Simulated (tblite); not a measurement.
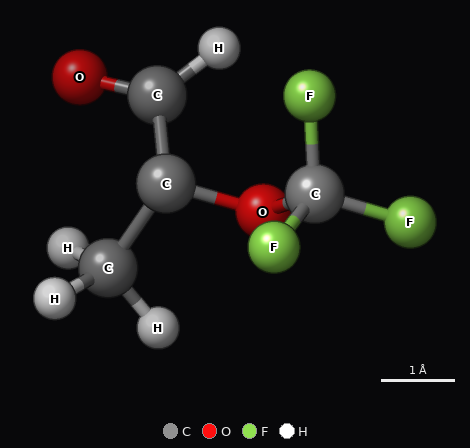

Figure 1. The structure as given in the input (ball-and-stick view, seen at a tilt). Bond lengths as drawn: C–C 1.47 to 1.51 Å, C–F 1.37 to 1.41 Å, C–H 1.08 to 1.13 Å and C–O 1.22 to 1.40 Å.

# C$_{4}$H$_{4}$F$_{3}$O$_{2}$: geometry relaxation (part 1 of 4)

The run: geometry relaxation of C$_{4}$H$_{4}$F$_{3}$O$_{2}$, multiplicity 2, SMILES C[C](C=O)OC(F)(F)F. Method and program: GFN2-xTB geometry optimisation, gas phase (tblite 0.8.0).

It belongs to a series of runs on one base structure; here: H removed from sp3 C.

**The input**
```
{"job": {"kind": "relax", "xc": "GFN2-xTB", "basis": "xTB"}, "charge": 0, "multiplicity": 2}
C     -1.142700    -1.239700     0.141100
C     -0.379400     0.060000     0.275400
C     -1.098900     1.210800    -0.285500
O     -2.319800     1.253700    -0.196100
O      0.756100    -0.091900    -0.528500
C      1.905200     0.307200     0.117000
F      1.757000     1.631400     0.456200
F      2.100500    -0.478700     1.268300
F      2.955800     0.141800    -0.783700
H     -1.305600    -1.754800     1.136900
H     -2.124500    -1.092100    -0.351300
H     -0.569000    -1.939900    -0.499100
H     -0.539000     1.992600    -0.768400
```

The first line tells a small driver script what to run in tblite; the rest is the geometry in Å.

Machine: 1 CPU thread, shared host.

Launch command:
```bash
OMP_NUM_THREADS=1 python <driver script> task.json out
```

**Output**
```
step      E/eV     max force
  0    -893.37633    3.468
  1    -893.87295    2.775
  2    -894.07156    2.760
  3    -894.20856    1.043
  4    -894.29897    0.726
  5    -894.36827    0.932
  6    -894.42080    0.878
  7    -894.46978    0.549
  8    -894.50692    0.569
  9    -894.53419    0.431
 10    -894.55311    0.438
 11    -894.57060    0.403
 12    -894.58584    0.366
 13    -894.59380    0.258
 14    -894.59797    0.188
 15    -894.60220    0.243
 16    -894.60806    0.260
 17    -894.61528    0.302
 18    -894.62253    0.237
 19    -894.62858    0.209
 20    -894.63338    0.180
 21    -894.63687    0.158
 22    -894.63899    0.128
 23    -894.64030    0.094
 24    -894.64128    0.087
 25    -894.64206    0.083
 26    -894.64273    0.080
 27    -894.64331    0.058
 28    -894.64379    0.063
 29    -894.64416    0.055
 30    -894.64446    0.050
 31    -894.64477    0.053
 32    -894.64516    0.071
 33    -894.64565    0.074
 34    -894.64616    0.070
 35    -894.64663    0.063
 36    -894.64704    0.060
 37    -894.64747    0.068
 38    -894.64801    0.098
 39    -894.64876    0.107
 40    -894.64983    0.093
 41    -894.65131    0.124
 42    -894.65319    0.148
 43    -894.65525    0.134
 44    -894.65714    0.114
 45    -894.65866    0.092
 46    -894.65952    0.076
 47    -894.65919    0.174
 48    -894.66037    0.079
 49    -894.66072    0.063
 50    -894.66178    0.097
 51    -894.66273    0.131
 52    -894.66434    0.135
 53    -894.66619    0.121
 54    -894.66782    0.161
 55    -894.66946    0.238
 56    -894.67204    0.166
 57    -894.67582    0.174
 58    -894.67937    0.134
 59    -894.68202    0.179
 60    -894.68197    0.154
 61    -894.68433    0.076
 62    -894.68479    0.066
 63    -894.68528    0.056
 64    -894.68568    0.070
 65    -894.68636    0.078
 66    -894.68720    0.077
 67    -894.68816    0.116
 68    -894.68928    0.112
 69    -894.69063    0.145
 70    -894.69341    0.156
 71    -894.69639    0.175
 72    -894.69982    0.349
 73    -894.70319    0.388
 74    -894.71154    0.261
 75    -894.71848    0.161
 76    -894.72083    0.410
 77    -894.72728    0.198
 78    -894.73186    0.243
 79    -894.73645    0.333
 80    -894.74075    0.182
 81    -894.74630    0.156
 82    -894.75203    0.351
 83    -894.75618    0.216
 84    -894.75964    0.227
 85    -894.76447    0.144
 86    -894.76342    0.404
 87    -894.76974    0.126
 88    -894.77149    0.091
 89    -894.77254    0.063
 90    -894.77287    0.063
 91    -894.77328    0.050
 92    -894.77373    0.048
 93    -894.77421    0.070
 94    -894.77480    0.073
 95    -894.77548    0.071
 96    -894.77618    0.067
 97    -894.77687    0.056
 98    -894.77760    0.074
 99    -894.77839    0.067
100    -894.77903    0.052
101    -894.77941    0.063
102    -894.77964    0.030
103    -894.77974    0.018
104    -894.77978    0.014
105    -894.77980    0.015
106    -894.77982    0.014
107    -894.77984    0.014
108    -894.77986    0.013
109    -894.77989    0.014
110    -894.77996    0.025
111    -894.78009    0.038
112    -894.78036    0.049
113    -894.78074    0.057
114    -894.78116    0.064
115    -894.78167    0.046
116    -894.78199    0.060
117    -894.78256    0.065
118    -894.78279    0.125
119    -894.78348    0.034
120    -894.78379    0.031
121    -894.78407    0.041
122    -894.78421    0.027
123    -894.78436    0.037
124    -894.78449    0.029
125    -894.78459    0.048
126    -894.78475    0.032
127    -894.78491    0.027
128    -894.78507    0.026
129    -894.78521    0.022
130    -894.78511    0.069
131    -894.78532    0.013
132    -894.78535    0.012
133    -894.78542    0.024
134    -894.78547    0.015
135    -894.78554    0.013
136    -894.78561    0.009
```

**Trajectory as extended XYZ (Å, eV, eV/Å), 61 of the 137 frames kept, from step=0 to step=136**
```
13
Properties=species:S:1:pos:R:3:forces:R:3 step=0 energy=-893.37633
C    -1.1427   -1.2397    0.1411   -0.2800  -0.7850   0.8540
C    -0.3794    0.0600    0.2754   -1.3850  -0.6950  -2.7460
C    -1.0989    1.2108   -0.2855   -2.2680  -0.3000   1.6990
O    -2.3198    1.2537   -0.1961    1.0010   0.4030  -0.2670
O     0.7561   -0.0919   -0.5285    3.1550   0.0130   1.4400
C     1.9052    0.3072    0.1170   -0.7210  -0.5660  -1.1200
F     1.7570    1.6314    0.4562    1.0450  -1.6580   0.0350
F     2.1005   -0.4787    1.2683    0.1650   1.7350  -1.9480
F     2.9558    0.1418   -0.7837   -1.5990   0.4580   2.1420
H    -1.3056   -1.7548    1.1369    0.1080   0.6440  -0.9880
H    -2.1245   -1.0921   -0.3513    0.4410   0.0550   0.6160
H    -0.5690   -1.9399   -0.4991   -0.1440   0.3970   0.4930
H    -0.5390    1.9926   -0.7684    0.4810   0.2980  -0.2100
13
Properties=species:S:1:pos:R:3:forces:R:3 step=2 energy=-894.07156
C    -1.1496   -1.2628    0.1592    0.0950   0.2160  -0.7230
C    -0.4191    0.0300    0.1756    0.1290  -0.2990  -1.4220
C    -1.1150    1.2089   -0.2404   -1.6540   0.4080  -0.1760
O    -2.3465    1.2728   -0.1997    1.2520   0.2700   0.1660
O     0.8344   -0.1013   -0.4901   -2.2810  -1.1630  -1.0310
C     1.8900    0.2938    0.0908    0.5740   0.6640   1.1030
F     1.7972    1.5793    0.4607    0.5290   0.4480   0.3750
F     2.1108   -0.4186    1.2048    0.5920   0.0650   0.5130
F     2.9074    0.1576   -0.7118    0.9630   0.0250  -0.2790
H    -1.3024   -1.7342    1.1095   -0.0250  -0.0380   0.5450
H    -2.1105   -1.0913   -0.3275   -0.1720  -0.0670   0.3270
H    -0.5741   -1.9279   -0.4805    0.0690  -0.2650   0.1250
H    -0.5270    1.9943   -0.7682   -0.0720  -0.2640   0.4770
13
Properties=species:S:1:pos:R:3:forces:R:3 step=5 energy=-894.36827
C    -1.1555   -1.2723    0.1342   -0.1730  -0.2010  -0.0370
C    -0.4492    0.0095    0.0438   -0.1530  -0.0590  -0.1840
C    -1.1507    1.2205   -0.2456    0.2840  -0.2040  -0.4220
O    -2.3570    1.3109   -0.1797   -0.4120   0.3000   0.3150
O     0.8086   -0.1558   -0.5182    0.8290   0.3640   0.2190
C     1.8875    0.3090    0.1094    0.1480  -0.1820  -0.2370
F     1.8443    1.5881    0.4861   -0.1790   0.0470  -0.0590
F     2.1542   -0.3909    1.2185    0.0130  -0.0350   0.2210
F     2.9380    0.1682   -0.6924   -0.0370   0.0540   0.0010
H    -1.2977   -1.7159    1.1244    0.1710   0.3170  -0.0100
H    -2.1307   -1.0994   -0.2978   -0.4490  -0.2440   0.0210
H    -0.5702   -1.9548   -0.4693   -0.0910  -0.4530  -0.0340
H    -0.5260    1.9832   -0.7312    0.0480   0.2960   0.2060
13
Properties=species:S:1:pos:R:3:forces:R:3 step=7 energy=-894.46978
C    -1.1712   -1.2923    0.1105   -0.0750  -0.0690  -0.1380
C    -0.4783   -0.0115   -0.0660    0.2030  -0.1470   0.1320
C    -1.1698    1.2155   -0.2779   -0.0390  -0.0590  -0.1920
O    -2.3777    1.3580   -0.1436    0.3810  -0.0230   0.1300
O     0.8382   -0.1705   -0.5236    0.1460   0.4220   0.3190
C     1.9001    0.3106    0.1129    0.2830   0.0010   0.1600
F     1.8647    1.5962    0.4991   -0.3390  -0.1820  -0.2260
F     2.1859   -0.3727    1.2423   -0.1870   0.0020  -0.1200
F     2.9593    0.1795   -0.6793   -0.0850   0.0040  -0.0120
H    -1.2811   -1.6792    1.1343    0.2310   0.3460  -0.1540
H    -2.1756   -1.1247   -0.2741   -0.1260  -0.3760  -0.0140
H    -0.5770   -2.0064   -0.4623   -0.3860  -0.2840   0.0540
H    -0.5219    1.9979   -0.6899   -0.0080   0.3650   0.0600
13
Properties=species:S:1:pos:R:3:forces:R:3 step=9 energy=-894.53419
C    -1.1838   -1.3057    0.0887    0.0630   0.0950  -0.1240
C    -0.4811   -0.0257   -0.1092    0.1180   0.0460   0.0040
C    -1.1723    1.2096   -0.3101    0.1140   0.1400   0.2210
O    -2.3691    1.3802   -0.1157    0.3770  -0.2010  -0.0590
O     0.8604   -0.1536   -0.5118   -0.3920  -0.1520  -0.0760
C     1.9207    0.3118    0.1234   -0.0630   0.1280   0.1760
F     1.8520    1.5964    0.4929   -0.0860   0.0170  -0.0430
F     2.1920   -0.3687    1.2551   -0.0410   0.0330  -0.1220
F     2.9703    0.1846   -0.6782    0.0190  -0.0070   0.0970
H    -1.2573   -1.6383    1.1321    0.1730   0.2220  -0.0810
H    -2.2091   -1.1625   -0.2646    0.1520  -0.2710  -0.0180
H    -0.6050   -2.0550   -0.4575   -0.3860  -0.1380   0.0380
H    -0.5220    2.0272   -0.6630   -0.0480   0.0890  -0.0130
13
Properties=species:S:1:pos:R:3:forces:R:3 step=11 energy=-894.57060
C    -1.1870   -1.3072    0.0718    0.0580   0.0780   0.0240
C    -0.4754   -0.0286   -0.1249   -0.0410   0.0830  -0.1120
C    -1.1570    1.2134   -0.3131    0.2500   0.1110   0.2720
O    -2.3472    1.3782   -0.1039   -0.1070  -0.1120  -0.0230
O     0.8594   -0.1499   -0.5072    0.0110  -0.3480  -0.2030
C     1.9243    0.3172    0.1334   -0.2990   0.0050  -0.1690
F     1.8357    1.5985    0.4856    0.0270   0.1720   0.0920
F     2.1898   -0.3661    1.2549    0.0120   0.0180   0.0630
F     2.9736    0.1868   -0.6708   -0.0150   0.0310   0.1310
H    -1.2320   -1.6004    1.1248    0.0990   0.1120   0.0540
H    -2.2185   -1.2011   -0.2630    0.0790  -0.0440  -0.0470
H    -0.6462   -2.0915   -0.4542   -0.1380  -0.0760  -0.0550
H    -0.5239    2.0513   -0.6512    0.0630  -0.0300  -0.0260
13
Properties=species:S:1:pos:R:3:forces:R:3 step=14 energy=-894.59797
C    -1.1875   -1.3068    0.0585   -0.0210  -0.0190   0.0290
C    -0.4753   -0.0321   -0.1670    0.0490  -0.0590  -0.0230
C    -1.1373    1.2251   -0.2942    0.0080  -0.0580  -0.0130
O    -2.3338    1.3722   -0.0922    0.0000  -0.0240   0.0440
O     0.8629   -0.1791   -0.5192    0.1080  -0.0370  -0.0380
C     1.9084    0.3222    0.1304    0.0150  -0.0460  -0.0420
F     1.8254    1.6076    0.4868   -0.1670  -0.0660  -0.0570
F     2.1882   -0.3548    1.2580   -0.1590   0.0440   0.0430
F     2.9751    0.1950   -0.6503   -0.0040   0.0640  -0.0290
H    -1.2008   -1.5550    1.1238    0.0450   0.0500   0.0570
H    -2.2234   -1.2345   -0.2613   -0.0370   0.1340  -0.0120
H    -0.6899   -2.1282   -0.4537    0.0650   0.0500  -0.0340
H    -0.5163    2.0689   -0.6374    0.0980  -0.0330   0.0750
13
Properties=species:S:1:pos:R:3:forces:R:3 step=16 energy=-894.60806
C    -1.1877   -1.3065    0.0603    0.0060   0.0120  -0.0620
C    -0.4691   -0.0367   -0.1769    0.0640  -0.0920  -0.0060
C    -1.1286    1.2244   -0.2837   -0.0670  -0.0930  -0.1240
O    -2.3300    1.3634   -0.0874    0.2490  -0.0040   0.0380
O     0.8713   -0.1978   -0.5313   -0.1830   0.0610  -0.0210
C     1.9001    0.3191    0.1224    0.1300   0.0310   0.1520
F     1.8050    1.6057    0.4824   -0.1930  -0.1170  -0.1290
F     2.1696   -0.3477    1.2635   -0.1150   0.0440  -0.0610
F     2.9743    0.2040   -0.6467    0.0630   0.0360  -0.0030
H    -1.1883   -1.5398    1.1305   -0.0030   0.0100  -0.0260
H    -2.2238   -1.2258   -0.2639    0.0190   0.1010   0.0740
H    -0.6943   -2.1285   -0.4583    0.0290   0.0580   0.0410
H    -0.5027    2.0667   -0.6286    0.0010  -0.0440   0.1290
13
Properties=species:S:1:pos:R:3:forces:R:3 step=18 energy=-894.62253
C    -1.1884   -1.3062    0.0587    0.0510   0.0440  -0.0550
C    -0.4559   -0.0495   -0.1945   -0.0060  -0.0300  -0.0440
C    -1.1103    1.2154   -0.2784    0.0010  -0.0620  -0.1190
O    -2.3109    1.3502   -0.0736    0.2340   0.0250   0.0260
O     0.8807   -0.2221   -0.5519   -0.2070   0.0550  -0.0380
C     1.8920    0.3145    0.1156   -0.0170   0.0580   0.0860
F     1.7545    1.5976    0.4651   -0.1010   0.0140  -0.1130
F     2.1314   -0.3346    1.2709    0.0470  -0.0170  -0.0930
F     2.9776    0.2215   -0.6391    0.0730  -0.0130   0.1330
H    -1.1656   -1.5099    1.1377   -0.0880  -0.0800  -0.1470
H    -2.2261   -1.2084   -0.2623    0.0830   0.0440   0.1580
H    -0.7034   -2.1311   -0.4632   -0.0170   0.0070   0.1010
H    -0.4800    2.0632   -0.6026   -0.0530  -0.0440   0.1060
13
Properties=species:S:1:pos:R:3:forces:R:3 step=20 energy=-894.63338
C    -1.1875   -1.3058    0.0525    0.0350   0.0160   0.0140
C    -0.4494   -0.0622   -0.2204   -0.0270   0.0500  -0.0480
C    -1.0940    1.2048   -0.2841    0.0740   0.0310   0.0030
O    -2.2878    1.3462   -0.0578   -0.0380   0.0160   0.0220
O     0.8833   -0.2367   -0.5686    0.0850   0.0000  -0.0550
C     1.8841    0.3140    0.1134   -0.1380   0.0160  -0.1020
F     1.7119    1.5937    0.4458   -0.0150   0.1270  -0.0390
F     2.1087   -0.3246    1.2724    0.0790  -0.0550  -0.0170
F     2.9848    0.2347   -0.6222    0.0020  -0.0280   0.1530
H    -1.1519   -1.4883    1.1336   -0.0920  -0.1300  -0.0840
H    -2.2275   -1.1968   -0.2492    0.0210   0.0170   0.1010
H    -0.7139   -2.1395   -0.4598   -0.0160  -0.0680   0.0550
H    -0.4653    2.0609   -0.5733    0.0300   0.0090  -0.0020
13
Properties=species:S:1:pos:R:3:forces:R:3 step=23 energy=-894.64030
C    -1.1845   -1.3052    0.0482   -0.0130  -0.0280   0.0070
C    -0.4474   -0.0676   -0.2444    0.0270  -0.0080   0.0170
C    -1.0839    1.2030   -0.2866    0.0050   0.0340   0.0420
O    -2.2756    1.3468   -0.0467   -0.0280   0.0070   0.0030
O     0.8883   -0.2449   -0.5839    0.0430   0.0350  -0.0380
C     1.8726    0.3170    0.1080    0.0440   0.0110   0.0060
F     1.6883    1.6001    0.4312   -0.0010  -0.0090  -0.0170
F     2.1023   -0.3208    1.2698   -0.0670   0.0260   0.0000
F     2.9906    0.2403   -0.5990    0.0200   0.0120  -0.0050
H    -1.1528   -1.4895    1.1259   -0.0110  -0.0790   0.0500
H    -2.2278   -1.1887   -0.2314   -0.0380   0.0030  -0.0080
H    -0.7213   -2.1513   -0.4521   -0.0240  -0.0490  -0.0140
H    -0.4533    2.0613   -0.5568    0.0430   0.0430  -0.0440
13
Properties=species:S:1:pos:R:3:forces:R:3 step=25 energy=-894.64206
C    -1.1834   -1.3057    0.0503   -0.0100  -0.0230   0.0040
C    -0.4436   -0.0671   -0.2402    0.0050  -0.0340   0.0180
C    -1.0808    1.2055   -0.2822   -0.0110  -0.0120  -0.0010
O    -2.2745    1.3450   -0.0466    0.0670   0.0340   0.0000
O     0.8915   -0.2430   -0.5907   -0.0630   0.0250  -0.0250
C     1.8713    0.3182    0.1054    0.0550   0.0150   0.0310
F     1.6826    1.6021    0.4261    0.0290  -0.0320  -0.0030
F     2.0948   -0.3203    1.2686   -0.0650   0.0510   0.0020
F     2.9925    0.2412   -0.5948    0.0480   0.0240  -0.0150
H    -1.1569   -1.5012    1.1273    0.0070  -0.0320   0.0170
H    -2.2276   -1.1835   -0.2291    0.0060  -0.0070  -0.0060
H    -0.7225   -2.1536   -0.4519   -0.0400  -0.0040  -0.0160
H    -0.4476    2.0628   -0.5598   -0.0280  -0.0050  -0.0060
13
Properties=species:S:1:pos:R:3:forces:R:3 step=27 energy=-894.64331
C    -1.1834   -1.3079    0.0522    0.0030  -0.0040   0.0130
C    -0.4408   -0.0685   -0.2355   -0.0180  -0.0150   0.0060
C    -1.0772    1.2061   -0.2797    0.0040  -0.0360  -0.0180
O    -2.2706    1.3464   -0.0457    0.0390   0.0400   0.0150
O     0.8923   -0.2390   -0.5970   -0.0200  -0.0040  -0.0020
C     1.8728    0.3196    0.1040   -0.0230   0.0020  -0.0270
F     1.6799    1.6025    0.4220    0.0530   0.0210   0.0100
F     2.0848   -0.3171    1.2684   -0.0230   0.0260   0.0140
F     2.9969    0.2434   -0.5923    0.0150   0.0080   0.0180
H    -1.1592   -1.5117    1.1290    0.0130  -0.0010  -0.0190
H    -2.2277   -1.1808   -0.2278    0.0270  -0.0080   0.0040
H    -0.7269   -2.1567   -0.4530   -0.0340   0.0160  -0.0200
H    -0.4452    2.0640   -0.5624   -0.0350  -0.0440   0.0070
```
